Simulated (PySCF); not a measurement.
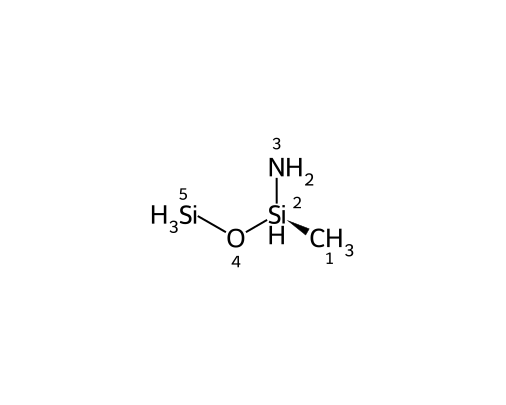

A structural formula, with wedges where it has stereocentres; small numbers name the atoms. The configuration is that of a computed structure (PBE0-D3(BJ)/def2-SVP).

Assign CIP descriptors.

Answer. Si2: R.

Give a SMILES with the stereochemistry.

Answer. C[Si@H](N)O[SiH3]
